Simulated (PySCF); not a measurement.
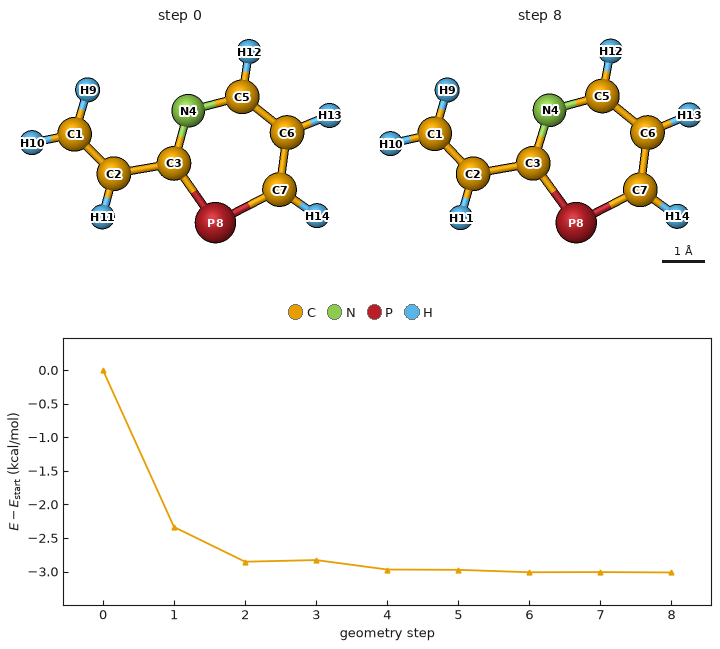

First and last geometry of a relaxation of C6H6NP, with the history of the run. The picture is a ball-and-stick view, seen face on.

The start comes from GFN2-xTB. Its atoms were then displaced at random by about 0.01 Å.

The calculation used PySCF, PBE0-D3(BJ)/def2-SVP geometry optimisation, gas phase. 

What do the curves and the structures tell?

Answer. It converged. H11 moves most after the best rigid fit: 0.046 Å. Largest moves by element: H 0.046 Å, N 0.034 Å, P 0.022 Å, C 0.020 Å. Among the contacts that change: C1–H10 1.050 → 1.092 Å, C3–P8 1.742 → 1.767 Å, N4–C5 1.346 → 1.322 Å, C3–N4 1.311 → 1.334 Å. Among the angles between lasting bonds that change: N4–C3–P8 129.6° → 126.7°, C2–C1–H10 123.8° → 121.2°, C3–N4–C5 119.8° → 122.3°. Over 8 geometry steps the energy falls by 3.01 kcal/mol.
